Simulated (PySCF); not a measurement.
**C$_{3}$H$_{5}$OS, doublet, SMILES `C=[C]S(C)=O`: what the electrons do**

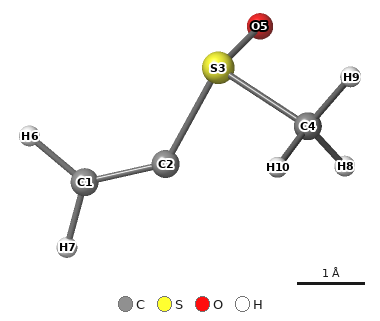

The molecule, with its atoms numbered as below. No frequency check shows the geometry to be a minimum.

Geometry (Å), atoms numbered from 1:

```
C1      -2.3466   -0.1972   -0.0237
C2      -1.0891   -0.3681   -0.2984
S3       0.3950    0.2470    0.4044
C4       1.4517   -1.1810   -0.1274
O5       0.8109    1.3886   -0.4092
H6      -2.7342    0.4107    0.7916
H7      -3.1122   -0.6695   -0.6236
H8       1.4279   -1.2458   -1.2094
H9       2.4644   -0.9972    0.2161
H10      1.0514   -2.0806    0.3251
```

Part 1: Bonding charge

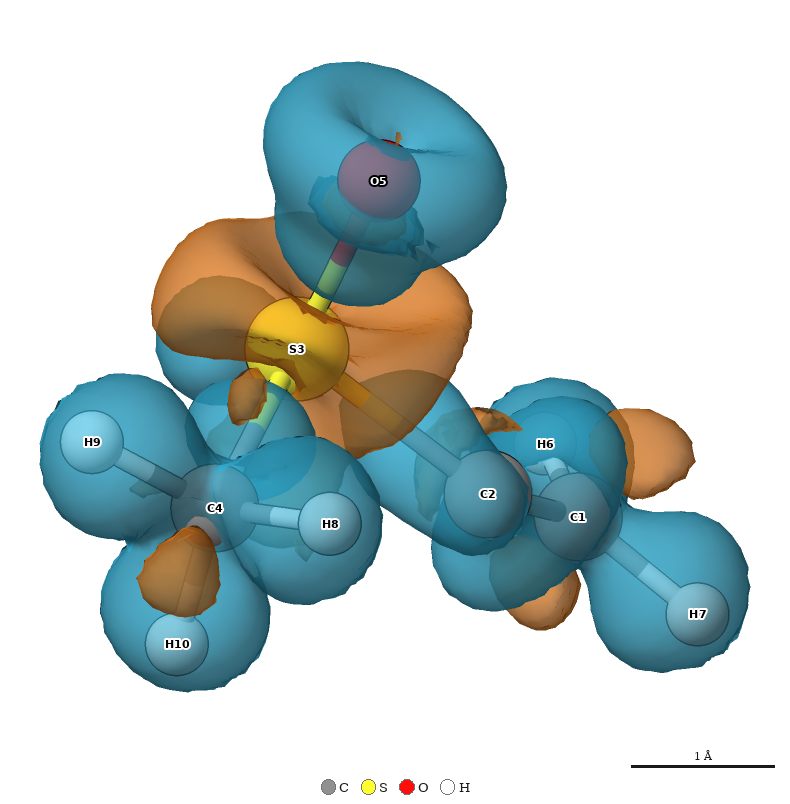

Deformation density (molecule less spherical, spin-averaged free atoms at the same positions), surfaces at ±0.07 e/Å³; light blue: gain, orange: loss.

Method: r2SCAN/6-311+G**; geometry: GFN2-xTB; program: PySCF. The stability of the open-shell solution wasn't checked. GFN2-xTB doesn't know the spin state, so this open-shell geometry is rough.

Q: Describe the bonding that the map shows.

A: C1–C2: +0.70 e/Å³ at the bond critical point (bond length 1.30 Å). C4–H8: +0.69 e/Å³ at the bond critical point (bond length 1.08 Å). C4–H9: +0.69 e/Å³ at the bond critical point (bond length 1.08 Å). C1–H7: +0.68 e/Å³ at the bond critical point (bond length 1.08 Å). C4–H10: +0.68 e/Å³ at the bond critical point (bond length 1.08 Å). C1–H6: +0.66 e/Å³ at the bond critical point (bond length 1.09 Å). C2–S3: +0.32 e/Å³ at the bond critical point (bond length 1.75 Å). S3–C4: +0.29 e/Å³ at the bond critical point (bond length 1.85 Å). S3–O5: +0.14 e/Å³ at the bond critical point (bond length 1.46 Å). In all, 2.3 electrons gather in the regions of gain relative to the promolecule. A small or negative value marks a very polar bond, one between electron-rich atoms, whose free-atom densities already overlap strongly, a long bond to a heavier atom, or a closed-shell contact such as a hydrogen bond.

Q: Where do the Hirshfeld charges lie?

A: The highest Hirshfeld charge is on S3 (+0.35 e), the lowest on O5 (−0.36 e).

Part 2: Local ionisation energy

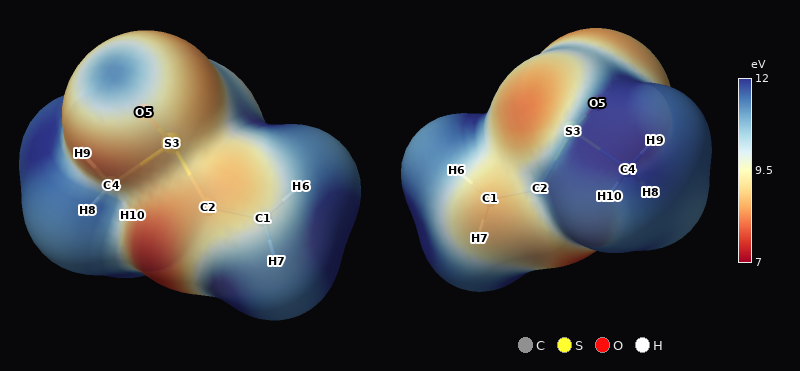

Average local ionisation energy on the surface of electron density 0.001 a.u. (back view left, front view right).

Q: Locate the minima of the map.

A: The lowest value is 7.4 eV, 2.1 Å from C2. Further minima include 8.2 eV, 1.9 Å from O5; 8.2 eV, 2.2 Å from S3; 8.4 eV, 1.9 Å from O5. For comparison, the highest occupied orbital lies at −5.5 eV.

Q: What volume does the surface enclose, and what is the dipole moment?

A: About 116 Å³; the dipole moment is 3.5 D.

Part 3: Spin density

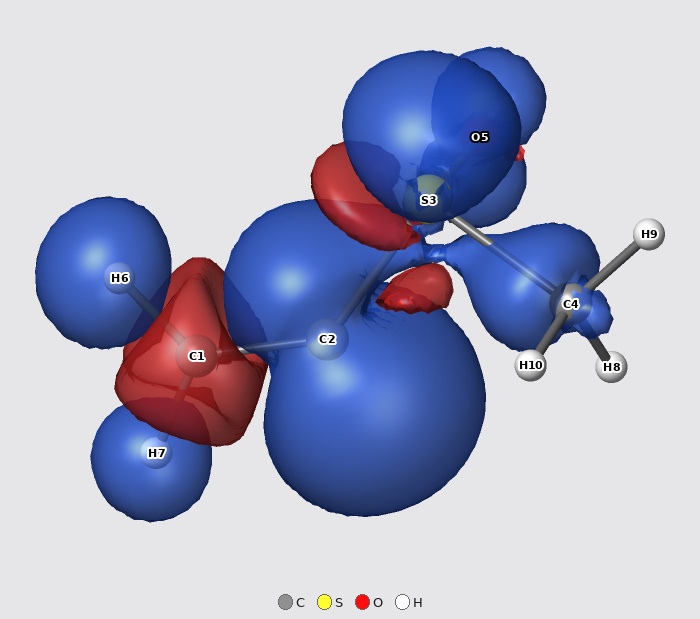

Spin density ρα − ρβ at ±0.01 e/Å³ (blue: excess α, red: excess β).

Q: Where is the unpaired spin?

A: Hirshfeld spin populations: C2 +0.66, S3 +0.15, O5 +0.06, H6 +0.05 and C4 +0.04. ⟨S²⟩ = 0.77, against 0.75 for a pure state. The picture also shows regions of β spin from spin polarisation; the Hirshfeld sums, whose atoms overlap, net them against the α spin of neighbours.

Part 4: In an electric field

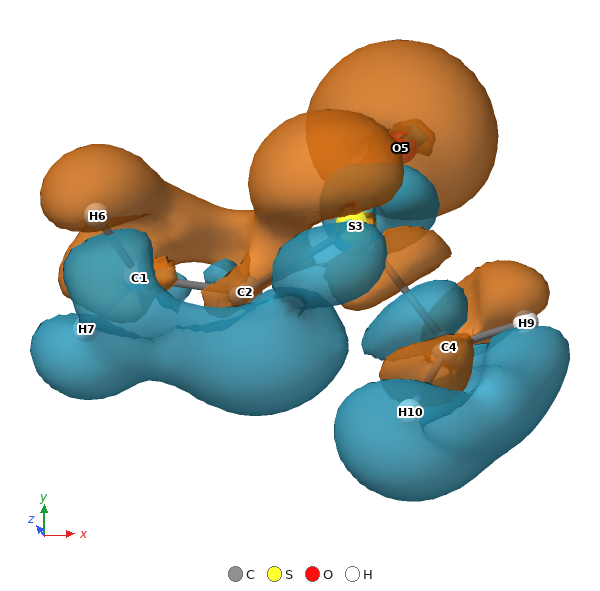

Change of the electron density in a uniform field of 0.41 V/Å, surfaces at ±0.002 e/Å³ (light blue: gain, orange: loss).

Level of theory: TPSSh/cc-pVDZ (PySCF), at a geometry from GFN2-xTB. A basis without diffuse functions makes polarisabilities too small. The stability of the open-shell solution wasn't checked. GFN2-xTB doesn't know the spin state, so this open-shell geometry is rough.

The field was applied in both directions; the picture shows the one opposite to the script's first.

Q: Along which Cartesian direction does the field point?

A: Along +y: electrons gather on the −y side, against the field.

Q: How large is the response?

A: The induced dipole is 1.01 D (along the field); α along this axis, from the fields in both directions, is 49 bohr³ (7.3 Å³).
